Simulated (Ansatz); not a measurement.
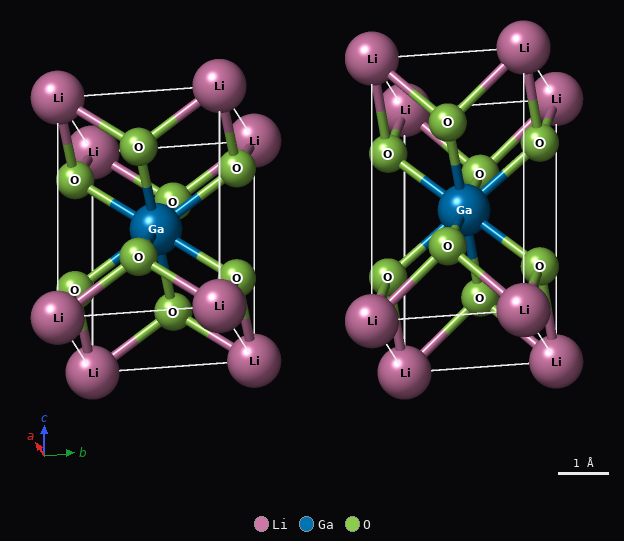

Two geometries of a crystal of LiGaO4 (a generated structure, set up in P4/mmm) (coarse preliminary run), drawn at one scale. One is the start of a relaxation, the other its converged end. A ball-and-stick model of the cell of the calculation, seen from a free direction.

Level of theory: DFT PBE, scalar-relativistic, plane waves, PAW in Ansatz. Set-up: plane-wave cutoff 420 eV; k-point mesh 6 × 6 × 4; occupations gaussian; smearing width 0.1 eV; no spin polarisation; cell and atoms relaxed; force threshold 0.04 eV/Å; at most 70 steps.

**Which of the two is the end point?**

The right one is the relaxed one. Over 10 accepted moves (13 points after the start) the energy falls by 103 meV per atom. Largest force component: 0.22 eV/Å at the start, 0.0027 eV/Å at the end. The pressure goes from 4.16 to 0.08 GPa. The SCF was repeated 3 times at an unchanged geometry on a basis and grid sized afresh for the cell, which shifted the energy by 23.9 meV per atom at most. The largest moves relative to the cell, 0.082 Å, are those of O atoms. Li and Ga stay in place. The drawn cell changes as follows: a = b 3.373 → 3.163 Å (−6.2 %), c 4.770 → 5.691 Å (+19.3 %); the volume changes by +4.9 %. Some distances before and after: Li–O 2.065 → 2.183 Å, Ga–O 2.066 → 2.074 Å. Bond angles that change, for instance: Li–O–Li 109.5° → 92.9°, Ga–O–Ga 109.5° → 99.4°, Li–O–Ga 109.5° → 116.5°. The space group stays P4/mmm (No. 123). The run took 39 s on 1 thread of Arm Neoverse V1 (shared host), peak memory 0.35 GiB.
